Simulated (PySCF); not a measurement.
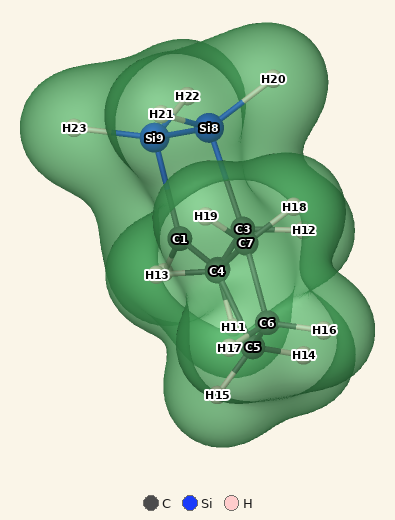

C₇H₁₄Si₂ (SMILES C1=C[C@H](C2CCC2)[SiH2][SiH2]1). Isosurface of the total electron density at 0.05 e/Å³ (green), seen at an oblique angle.

Geometry: GFN2-xTB.

The calculation used PBE0/pcSseg-1, SCF density, gas phase, non-relativistic (PySCF).

```xyz
23

C     2.5811   -0.1064   -1.0596
C     1.2945   -0.4358   -1.1149
C     0.3772   -0.4985    0.0719
C    -0.8612    0.3516   -0.1923
C    -1.8432   -0.1400   -1.2766
C    -3.0063    0.0492   -0.2921
C    -1.9952    0.2615    0.8445
Si    1.3174    0.0209    1.6738
Si    3.3408    0.3150    0.6125
H     3.1601   -0.0896   -1.9732
H     0.8251   -0.6767   -2.0648
H     0.0389   -1.5390    0.1654
H    -0.5554    1.3860   -0.3689
H    -1.6856   -1.1842   -1.5440
H    -1.8875    0.4531   -2.1885
H    -3.6760   -0.8016   -0.1796
H    -3.6011    0.9361   -0.5024
H    -1.8946   -0.6075    1.4923
H    -2.1487    1.1436    1.4622
H     1.1831   -1.0515    2.6689
H     0.6650    1.1983    2.2580
H     4.4317   -0.6163    0.9314
H     3.9351    1.6588    0.5861
```

### What does this surface tell about the bonding?

At this value the surface is in one piece. It bridges the sampled C–C (1.33 Å), C–Si (1.88 Å), Si–Si (2.30 Å) and C–H (1.08 Å) contacts, where the density stays above the isovalue. On the grid the lowest density along these lines, outside the cores, is 2.3 e/Å³ (C–C, 1.33 Å), 0.78 e/Å³ (C–Si, 1.88 Å), 0.65 e/Å³ (Si–Si, 2.30 Å) and 1.9 e/Å³ (C–H, 1.08 Å).
